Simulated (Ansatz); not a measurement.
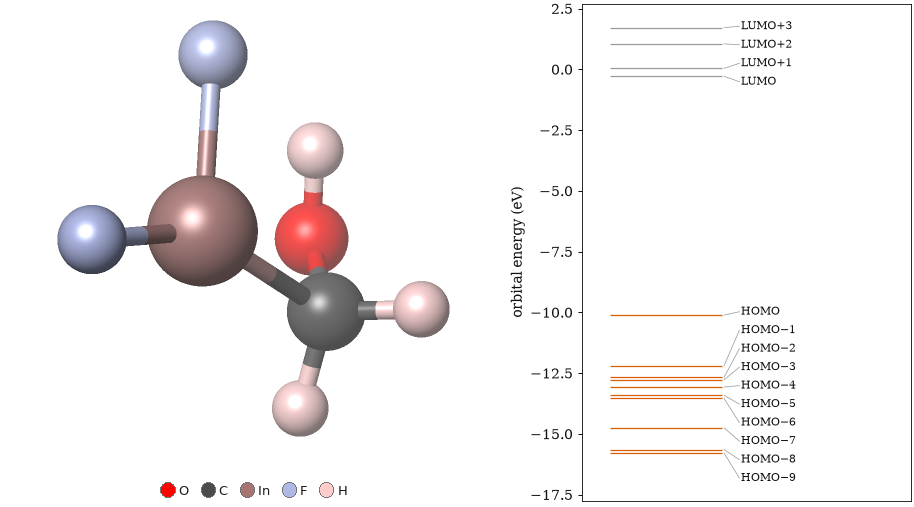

CH₃F₂InO, SMILES O[CH2][In]([F])[F], singlet. Kohn-Sham orbital energies near the frontier, ωB97M-V/def2-TZVPP in the Ansatz code, at a PBE0-D4/def2-TZVP geometry (a minimum by its frequencies), isolated molecule; empty levels in grey, levels within 0.03 eV side by side.

Question: Where do the frontier orbitals lie?

Answer: HOMO at −10.11 eV, LUMO at −0.28 eV, 9.83 eV apart.

Question: How far below the HOMO does the next level lie?

Answer: 2.08 eV.

Question: List the levels.

Answer:
```csv
orbital,energy (eV)
LUMO+3,1.72
LUMO+2,1.05
LUMO+1,0.04
LUMO,−0.28
HOMO,−10.11
HOMO−1,−12.19
HOMO−2,−12.67
HOMO−3,−12.77
HOMO−4,−13.07
HOMO−5,−13.41
HOMO−6,−13.54
HOMO−7,−14.75
HOMO−8,−15.65
HOMO−9,−15.78
```

Note: core potentials past krypton; spin-orbit coupling is left out, and with In it can shift these levels and split any degenerate set; one conformer of a flexible molecule; empty levels above zero depend strongly on the basis.
